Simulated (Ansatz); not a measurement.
# C₂HSi (doublet): wave-function methods side by side at a displaced geometry (v1), cc-pVDZ

Aim: climb from Hartree-Fock through coupled cluster and multireference methods for C₂HSi (doublet) at one geometry and basis, and see what each rung misses.

Computed with Ansatz 0.2.0, Gaussian basis. Level: cc-pVDZ, core rule «outside noble gas», up to 7 orbitals frozen.

The runs, in order: UHF; CCSD(T) on ROHF; CCSD(T) on UHF; BCCD(T) on ROHF; CISD as a restricted active space (open shells left free, so some higher excitations enter); CCSDT(Q) on ROHF; CCSDT(Q) on UHF; CASSCF and MRCISD+Q, 9 electrons in 9 orbitals; CASSCF and NEVPT2, 9 electrons in 9 orbitals.

23 further runs of the same task are left out: 8 that didn't finish, 15 set aside as unsound or not needed. Runs told in other sessions of the task aren't counted.

**1. The geometry**

The geometry is a PBE0/def2-TZVP stationary point (not a proven minimum) with its atoms shifted at random (size 0.040 Å).

4 atoms, charge 0, spin multiplicity 2.

Atoms are counted from 1 here; the program's logs count them from 0.

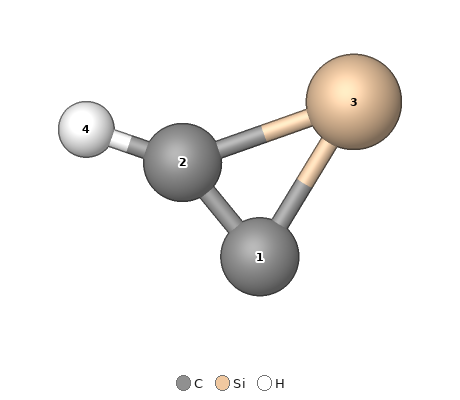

The structure; carbon grey, silicon light orange, hydrogen white; atoms are numbered from 1 in the order of the file.

In the tables R marks a restricted open-shell determinant and U an unrestricted one; 'frontier' is the active space of 9 electrons in 9 orbitals; energies count from the table's Hartree-Fock row.

**2. UHF**

in.yaml

```yaml
crystal:
  periodic: [false, false, false]
  atoms:
    - {symbol: C, position_ang: [-0.023677, -0.835773, 0.800246]}
    - {symbol: C, position_ang: [-0.024510, 0.426963, 1.040314]}
    - {symbol: Si, position_ang: [0.023454, 0.131261, -0.850466]}
    - {symbol: H, position_ang: [-0.079323, 1.213925, 1.765325]}
basis:
  gaussian: {orbitals: cc-pVDZ}
magnetization: {spin_polarized: true, initial_magnetization: 1}
hamiltonian: {xc: hf}
output: {orbitals: {seedname: orbitals}}
```

Command:

```sh
$ ansatz run in.yaml --threads 1 --pin off --events-out ev --progress --plain --max-ram 2393MiB
```

Log:

```text
Functional definition: HF
  name "HF"
  cite "Fock, Z. Phys. 61, 126 (1930) doi:10.1007/BF01340294"
  parent pbe
  exchange = exact_x
  correlation = 0
494 factors; integrals over basis functions are off by at most 1.1e-3 eV
mean field evaluation 1: about -9933.1122 eV, gradient 1.7e1 eV
mean field evaluation 2: about -9933.1173 eV, gradient 1.7e1 eV
mean field evaluation 4: about -9935.1320 eV, gradient 2.2e0 eV
mean field evaluation 8: about -9935.2456 eV, gradient 1.9e-1 eV
mean field evaluation 16: about -9934.6350 eV, gradient 2.9e0 eV
mean field evaluation 32: about -9934.9906 eV, gradient 1.5e0 eV
mean field -9935.24872920 eV, -365.1136564446 hartree, gradient 2.9e-5 eV, S^2 0.794230; 0 other end points of the search recorded, 0 dependent functions left out
reference -9935.24872920 eV, -365.1136564446 hartree; 14, 13 occupied and 37, 38 virtual orbitals, 494 factors
Total energy: -9935.24872920 eV, -365.1136564446 hartree
```

Run time: 0.72 s. Hardware: 1 thread of Arm Neoverse V1, shared host.

From the report: ⟨S²⟩ of the determinant 0.794 (pure doublet: 0.75).

**3. CCSD(T) on ROHF**

in.yaml: that of step 2 with these lines changed.

```diff
@@ -9,4 +9,3 @@
   gaussian: {orbitals: cc-pVDZ}
-magnetization: {spin_polarized: true, initial_magnetization: 1}
-hamiltonian: {xc: hf}
-output: {orbitals: {seedname: orbitals}}
+magnetization: {spin_polarized: false, initial_magnetization: 1}
+correlation: {method: ccsd_t, electrons: outside_noble_gas}
```

Launched as before.

Log (excerpt; [...] marks lines left out):

```text
Functional definition: HF
  name "HF"
  cite "Fock, Z. Phys. 61, 126 (1930) doi:10.1007/BF01340294"
  parent pbe
[...]
494 factors; integrals over basis functions are off by at most 1.1e-3 eV
[...]
mean field -9935.03501048 eV, -365.1058024266 hartree, gradient 1.7e-6 eV, S^2 0.750000; 5 other end points of the search recorded, 0 dependent functions left out
[...]
determinant -9935.03501048 eV, -365.1058024266 hartree, with singles and doubles -9944.37549182 eV, -365.4490587846 hartree
determinant -9933.21959474 eV, -365.0390871287 hartree, with singles and doubles -9942.68596633 eV, -365.3869698680 hartree
determinant -9931.97717918 eV, -364.9934291991 hartree, with singles and doubles -9941.44450775 eV, -365.3413471068 hartree
7 core orbitals not correlated: weight in the atoms' cores, before any rotation towards them, 1.000 or more for the frozen orbitals, at most 0.000 for the correlated occupied ones
reference -9935.03501048 eV, -365.1058024266 hartree; 7, 6 occupied and 37, 38 virtual orbitals, 494 factors
second order -8.59853271 eV of doubles, -0.10563236 eV of singles
cycle   1  -9.33991070 eV  change    5.7e-4 eV  update   1.9e-3
[...]
cycle   8  -9.34053918 eV  change    8.7e-6 eV  update   9.1e-6
perturbative correction -0.48171891 eV, -0.0177028436 hartree
Total energy: -9944.85726857 eV, -365.4667637537 hartree
```

Run time: 4 s. Hardware: 1 thread of Arm Neoverse V1, shared host.

From the report: correlation -9.8223 eV; T1 0.026; largest double amplitude 0.08.

**4. CCSD(T) on UHF**

in.yaml: that of step 3 with these lines changed.

```diff
@@ -9,3 +9,3 @@
   gaussian: {orbitals: cc-pVDZ}
-magnetization: {spin_polarized: false, initial_magnetization: 1}
+magnetization: {spin_polarized: true, initial_magnetization: 1}
 correlation: {method: ccsd_t, electrons: outside_noble_gas}
```

Launched as before.

Log (excerpt; [...] marks lines left out):

```text
Functional definition: HF
  name "HF"
  cite "Fock, Z. Phys. 61, 126 (1930) doi:10.1007/BF01340294"
  parent pbe
[...]
494 factors; integrals over basis functions are off by at most 1.1e-3 eV
[...]
mean field -9935.24872920 eV, -365.1136564446 hartree, gradient 2.9e-6 eV, S^2 0.794229; 5 other end points of the search recorded, 0 dependent functions left out
determinant -9935.24872920 eV, -365.1136564446 hartree, with singles and doubles -9944.38582404 eV, -365.4494384865 hartree
determinant -9933.36180145 eV, -365.0443131288 hartree, with singles and doubles -9942.63425943 eV, -365.3850696743 hartree
7 core orbitals not correlated: weight in the atoms' cores, before any rotation towards them, 1.000 or more for the frozen orbitals, at most 0.000 for the correlated occupied ones
reference -9935.24872920 eV, -365.1136564446 hartree; 7, 6 occupied and 37, 38 virtual orbitals, 494 factors
second order -8.37387938 eV of doubles, -0.00000000 eV of singles
cycle   1  -9.13674263 eV  change    3.5e-4 eV  update   2.2e-3
[...]
cycle   8  -9.13816139 eV  change    9.4e-6 eV  update   1.1e-5
perturbative correction -0.46524679 eV, -0.0170975043 hartree
Total energy: -9944.85213738 eV, -365.4665751860 hartree
```

Wall time 4 s (1 thread of Arm Neoverse V1, shared host).

From the report: ⟨S²⟩ of the determinant 0.794 (pure doublet: 0.75); correlation -9.6034 eV; T1 0.025; largest double amplitude 0.08.

**5. BCCD(T) on ROHF**

in.yaml: that of step 4 with these lines changed.

```diff
@@ -9,3 +9,3 @@
   gaussian: {orbitals: cc-pVDZ}
-magnetization: {spin_polarized: true, initial_magnetization: 1}
-correlation: {method: ccsd_t, electrons: outside_noble_gas}
+magnetization: {spin_polarized: false, initial_magnetization: 1}
+correlation: {method: bccd_t, electrons: outside_noble_gas}
```

The command is unchanged.

Log (excerpt; [...] marks lines left out):

```text
Functional definition: HF
  name "HF"
  cite "Fock, Z. Phys. 61, 126 (1930) doi:10.1007/BF01340294"
  parent pbe
[...]
494 factors; integrals over basis functions are off by at most 1.1e-3 eV
[...]
mean field -9935.03501048 eV, -365.1058024266 hartree, gradient 1.7e-6 eV, S^2 0.750000; 5 other end points of the search recorded, 0 dependent functions left out
[...]
determinant -9935.03501048 eV, -365.1058024266 hartree, with singles and doubles -9944.37549182 eV, -365.4490587846 hartree
determinant -9933.21959474 eV, -365.0390871287 hartree, with singles and doubles -9942.68596633 eV, -365.3869698680 hartree
determinant -9931.97717918 eV, -364.9934291991 hartree, with singles and doubles -9941.44450775 eV, -365.3413471068 hartree
7 core orbitals not correlated: weight in the atoms' cores, before any rotation towards them, 1.000 or more for the frozen orbitals, at most 0.000 for the correlated occupied ones
reference -9935.03501048 eV, -365.1058024266 hartree; 7, 6 occupied and 37, 38 virtual orbitals, 494 factors
second order -8.59853271 eV of doubles, -0.10563236 eV of singles
cycle   1  -9.32447983 eV  change    1.6e-2 eV  update   7.6e-3
[...]
cycle  10  -9.32767849 eV  change    3.8e-6 eV  update   1.2e-5
perturbative correction -0.49613092 eV, -0.0182324751 hartree
Total energy: -9944.85881989 eV, -365.4668207635 hartree
```

It took 4.5 s on 1 thread of Arm Neoverse V1, shared host.

From the report: correlation -9.8238 eV; largest double amplitude 0.08.

**6. CISD as a restricted active space (open shells left free, so some higher excitations enter)**

in.yaml: that of step 5 with these lines changed.

```diff
@@ -10,2 +10,2 @@
 magnetization: {spin_polarized: false, initial_magnetization: 1}
-correlation: {method: bccd_t, electrons: outside_noble_gas}
+correlation: {active_space: {ras: {orbitals: [6, 1, 37], electrons: 13, max_holes: 2, max_particles: 2}, fixed_orbitals: true}}
```

Launched as before.

Log:

```text
Functional definition: HF
  name "HF"
  cite "Fock, Z. Phys. 61, 126 (1930) doi:10.1007/BF01340294"
  parent pbe
  exchange = exact_x
  correlation = 0
494 factors; integrals over basis functions are off by at most 1.1e-3 eV
mean field evaluation 1: about -9933.1447 eV, gradient 2.2e1 eV
mean field evaluation 2: about -9933.1498 eV, gradient 2.2e1 eV
mean field evaluation 4: about -9934.9672 eV, gradient 3.1e0 eV
mean field evaluation 8: about -9935.0296 eV, gradient 2.9e-1 eV
mean field evaluation 16: about -9933.5688 eV, gradient 2.1e0 eV
mean field -9935.03501048 eV, -365.1058024266 hartree, gradient 1.7e-6 eV, S^2 0.750000; 3 other end points of the search recorded, 0 dependent functions left out
reference -9935.03501048 eV, -365.1058024266 hartree; 14, 13 occupied and 37, 38 virtual orbitals, 494 factors
state -9943.35850847 eV, -365.4116853357 hartree
Total energy: -9943.35850847 eV, -365.4116853357 hartree
```

Wall time 5.5 s (1 thread of Arm Neoverse V1, shared host).

From the report: 128,582 determinants.

**7. CCSDT(Q) on ROHF**

in.yaml: that of step 6 with these lines changed.

```diff
@@ -10,2 +10,2 @@
 magnetization: {spin_polarized: false, initial_magnetization: 1}
-correlation: {active_space: {ras: {orbitals: [6, 1, 37], electrons: 13, max_holes: 2, max_particles: 2}, fixed_orbitals: true}}
+correlation: {method: ccsdt_q, electrons: outside_noble_gas}
```

Launched as before.

Log (excerpt; [...] marks lines left out):

```text
Functional definition: HF
  name "HF"
  cite "Fock, Z. Phys. 61, 126 (1930) doi:10.1007/BF01340294"
  parent pbe
[...]
972 factors; integrals over basis functions are off by at most 2.1e-7 eV
[...]
mean field -9935.03506302 eV, -365.1058043573 hartree, gradient 1.7e-6 eV, S^2 0.750000; 5 other end points of the search recorded, 0 dependent functions left out
[...]
determinant -9935.03506302 eV, -365.1058043573 hartree, with singles and doubles -9944.37555246 eV, -365.4490610132 hartree
determinant -9933.21965654 eV, -365.0390893996 hartree, with singles and doubles -9942.68603704 eV, -365.3869724665 hartree
determinant -9931.97723250 eV, -364.9934311583 hartree, with singles and doubles -9941.44453575 eV, -365.3413481358 hartree
7 core orbitals not correlated: weight in the atoms' cores, before any rotation towards them, 1.000 or more for the frozen orbitals, at most 0.000 for the correlated occupied ones
reference -9935.03506302 eV, -365.1058043573 hartree; 7, 6 occupied and 37, 38 virtual orbitals, 972 factors
second order -8.59856430 eV of doubles, -0.10563250 eV of singles
cycle   1  -8.91156354 eV  change   -2.0e-1 eV  update   1.1e-1
[...]
cycle  20  -9.84178580 eV  change    7.6e-7 eV  update   1.0e-6
perturbative correction -0.04252586 eV, -0.0015627964 hartree
Total energy: -9944.91937467 eV, -365.4690461107 hartree
```

Wall time 2.4 min (1 thread of Arm Neoverse V1, shared host); peak memory 0.96 GiB.

From the report: correlation -9.8843 eV; T1 0.026; largest double amplitude 0.09.

**8. CCSDT(Q) on UHF**

in.yaml: that of step 7 with these lines changed.

```diff
@@ -9,3 +9,3 @@
   gaussian: {orbitals: cc-pVDZ}
-magnetization: {spin_polarized: false, initial_magnetization: 1}
+magnetization: {spin_polarized: true, initial_magnetization: 1}
 correlation: {method: ccsdt_q, electrons: outside_noble_gas}
```

Same command.

Log (excerpt; [...] marks lines left out):

```text
Functional definition: HF
  name "HF"
  cite "Fock, Z. Phys. 61, 126 (1930) doi:10.1007/BF01340294"
  parent pbe
[...]
972 factors; integrals over basis functions are off by at most 2.1e-7 eV
[...]
mean field -9935.24878207 eV, -365.1136583878 hartree, gradient 2.9e-6 eV, S^2 0.794229; 5 other end points of the search recorded, 0 dependent functions left out
determinant -9935.24878207 eV, -365.1136583878 hartree, with singles and doubles -9944.38588413 eV, -365.4494406949 hartree
determinant -9933.36186524 eV, -365.0443154731 hartree, with singles and doubles -9942.63432962 eV, -365.3850722538 hartree
7 core orbitals not correlated: weight in the atoms' cores, before any rotation towards them, 1.000 or more for the frozen orbitals, at most 0.000 for the correlated occupied ones
reference -9935.24878207 eV, -365.1136583878 hartree; 7, 6 occupied and 37, 38 virtual orbitals, 972 factors
second order -8.37390964 eV of doubles, -0.00000000 eV of singles
cycle   1  -8.68986961 eV  change   -3.2e-1 eV  update   1.1e-1
[...]
cycle  20  -9.63018197 eV  change    5.8e-7 eV  update   1.2e-6
perturbative correction -0.04259398 eV, -0.0015652998 hartree
Total energy: -9944.92155802 eV, -365.4691263474 hartree
```

It took 2.2 min on 1 thread of Arm Neoverse V1, shared host; peak memory 0.8 GiB.

From the report: ⟨S²⟩ of the determinant 0.794 (pure doublet: 0.75); correlation -9.6728 eV; T1 0.026; largest double amplitude 0.09.

**9. CASSCF and MRCISD+Q, 9 electrons in 9 orbitals**

in.yaml: that of step 8 with these lines changed.

```diff
@@ -9,3 +9,3 @@
   gaussian: {orbitals: cc-pVDZ}
-magnetization: {spin_polarized: true, initial_magnetization: 1}
-correlation: {method: ccsdt_q, electrons: outside_noble_gas}
+magnetization: {spin_polarized: false, initial_magnetization: 1}
+correlation: {method: fic_mrcisd_q, electrons: outside_noble_gas, active_space: {window: {electrons: 9, orbitals: 9}}}
```

The command is unchanged.

Log (excerpt; [...] marks lines left out):

```text
Functional definition: HF
  name "HF"
  cite "Fock, Z. Phys. 61, 126 (1930) doi:10.1007/BF01340294"
  parent pbe
[...]
494 factors; integrals over basis functions are off by at most 1.1e-3 eV
[...]
mean field -9935.03501048 eV, -365.1058024266 hartree, gradient 1.7e-6 eV, S^2 0.750000; 3 other end points of the search recorded, 0 dependent functions left out
reference -9935.03501048 eV, -365.1058024266 hartree; 14, 13 occupied and 37, 38 virtual orbitals, 494 factors
state -9937.86548848 eV, -365.2098205746 hartree
contracted CI cycle   1: correlation 0.00000000 eV, 0.0000000000 hartree, residual 2.17e1 eV
contracted CI cycle   2: correlation -6.08371100 eV, -0.2235722555 hartree, residual 3.90e0 eV
contracted CI cycle   3: correlation -6.29841378 eV, -0.2314624373 hartree, residual 8.72e-1 eV
contracted CI cycle   4: correlation -6.30934353 eV, -0.2318640980 hartree, residual 2.13e-1 eV
contracted CI cycle   5: correlation -6.31001005 eV, -0.2318885922 hartree, residual 5.59e-2 eV
contracted CI cycle   6: correlation -6.31005633 eV, -0.2318902929 hartree, residual 1.66e-2 eV
contracted CI cycle   7: correlation -6.31006066 eV, -0.2318904523 hartree, residual 5.29e-3 eV
contracted CI cycle   8: correlation -6.31006110 eV, -0.2318904682 hartree, residual 1.68e-3 eV
state -9937.86548848 eV, -365.2098205746 hartree; corrected -9944.80381925 eV, -365.4647995273 hartree
Total energy: -9944.80381925 eV, -365.4647995273 hartree
```

It took 12 s on 1 thread of Arm Neoverse V1, shared host; peak memory 0.48 GiB.

From the report: 15,876 determinants; active occupations 1.97, 1.95, 1.94, 1.93, 1.01, 0.06, 0.06, 0.05, 0.03.

**10. CASSCF and NEVPT2, 9 electrons in 9 orbitals**

in.yaml: that of step 9 with these lines changed.

```diff
@@ -10,2 +10,2 @@
 magnetization: {spin_polarized: false, initial_magnetization: 1}
-correlation: {method: fic_mrcisd_q, electrons: outside_noble_gas, active_space: {window: {electrons: 9, orbitals: 9}}}
+correlation: {method: sc_nevpt2, electrons: outside_noble_gas, active_space: {window: {electrons: 9, orbitals: 9}}}
```

Launched as before.

Log:

```text
Functional definition: HF
  name "HF"
  cite "Fock, Z. Phys. 61, 126 (1930) doi:10.1007/BF01340294"
  parent pbe
  exchange = exact_x
  correlation = 0
494 factors; integrals over basis functions are off by at most 1.1e-3 eV
mean field evaluation 1: about -9933.1447 eV, gradient 2.2e1 eV
mean field evaluation 2: about -9933.1498 eV, gradient 2.2e1 eV
mean field evaluation 4: about -9934.9672 eV, gradient 3.1e0 eV
mean field evaluation 8: about -9935.0296 eV, gradient 2.9e-1 eV
mean field evaluation 16: about -9933.5688 eV, gradient 2.1e0 eV
mean field -9935.03501048 eV, -365.1058024266 hartree, gradient 1.7e-6 eV, S^2 0.750000; 3 other end points of the search recorded, 0 dependent functions left out
reference -9935.03501048 eV, -365.1058024266 hartree; 14, 13 occupied and 37, 38 virtual orbitals, 494 factors
state -9937.86548848 eV, -365.2098205746 hartree
state -9937.86548848 eV, -365.2098205746 hartree; corrected -9943.79128561 eV, -365.4275896023 hartree
Total energy: -9943.79128561 eV, -365.4275896023 hartree
```

Wall time 6.5 s (1 thread of Arm Neoverse V1, shared host).

From the report: 15,876 determinants; active occupations 1.97, 1.95, 1.94, 1.93, 1.01, 0.06, 0.06, 0.05, 0.03.

**11. All levels against the top one**

The yardstick is UCCSDT(Q), where the cluster series has nearly closed. Rows without a time are mean-field rows or come out of runs for another level: lower rungs of the coupled-cluster runs, CASSCF and MRCISD of the multireference runs, or the Hartree-Fock search.

Differences are taken before rounding.

| method | energy from the lowest ROHF (meV) | from UCCSDT(Q) (meV) | time |
| --- | --- | --- | --- |
| ROHF | 0.0 | +9886.5 |  |
| UHF | -213.7 | +9672.8 |  |
| RMP2 | -8704.2 | +1182.4 |  |
| UMP2 | -8587.6 | +1298.9 |  |
| CISD | -8323.5 | +1563.0 | 5.5 s |
| RCCSD | -9340.5 | +546.0 |  |
| UCCSD | -9351.9 | +534.7 |  |
| RCCSD(T) | -9822.3 | +64.3 | 4 s |
| UCCSD(T) | -9817.1 | +69.4 | 4 s |
| BCCD(T) | -9823.8 | +62.7 | 4.5 s |
| RCCSDT | -9841.8 | +44.7 |  |
| UCCSDT | -9844.0 | +42.6 |  |
| RCCSDT(Q) | -9884.4 | +2.2 | 2.4 min |
| UCCSDT(Q) | -9886.5 | 0 | 2.2 min |
| CASSCF frontier | -2830.5 | +7056.1 |  |
| NEVPT2 frontier | -8756.3 | +1130.3 | 6.5 s |
| MRCISD frontier | -9140.5 | +746.0 |  |
| MRCISD+Q frontier | -9768.8 | +117.7 | 12 s |

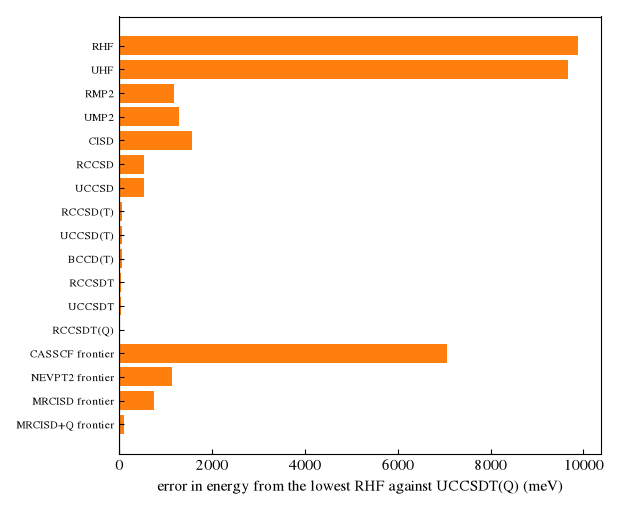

How far each level lands from UCCSDT(Q).

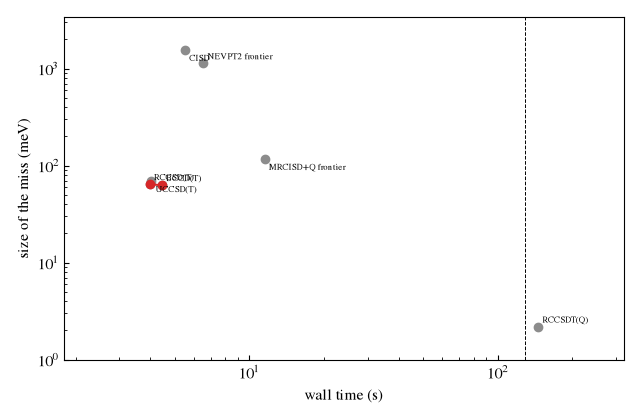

Miss against cost. Red marks the levels that no quicker level drawn beats (of those quicker than the yardstick), and the dashed line is the time of UCCSDT(Q). Times are from a shared host.

**12. Outcome**

```
                         quantity              value
    UCCSDT(Q) from the ROHF energy         -9.8865 eV
              RMP2 from UCCSDT(Q)        +1182.4 meV
              UMP2 from UCCSDT(Q)        +1298.9 meV
             RCCSD from UCCSDT(Q)         +546.0 meV
          RCCSD(T) from UCCSDT(Q)          +64.3 meV
          UCCSD(T) from UCCSDT(Q)          +69.4 meV
         RCCSDT(Q) from UCCSDT(Q)           +2.2 meV
   NEVPT2 frontier from UCCSDT(Q)        +1130.3 meV
 MRCISD+Q frontier from UCCSDT(Q)         +117.7 meV
levels within 1 kcal/mol (43 meV)  UCCSDT, RCCSDT(Q)
                    T1 diagnostic              0.026
```

**Reading.** RCCSD(T) misses by +64.3 meV, 0.7 % of the correlation energy. Of the multireference levels listed MRCISD+Q frontier comes nearest in total energy (+117.7 meV), which doesn't show that its space is the better one. These misses are within one basis, not against nature; the frozen cores of restricted and unrestricted runs differ, which can shift their rows.

With open shells the CI space here admits some higher excitations, so it is larger than plain CISD.

BCCD(T) reaches 62.7 meV from the reference in 4.5 s, where UCCSDT(Q) took 2.2 min; the quickest level in the cost chart, RCCSD(T), takes 4 s and misses by 64.3 meV.
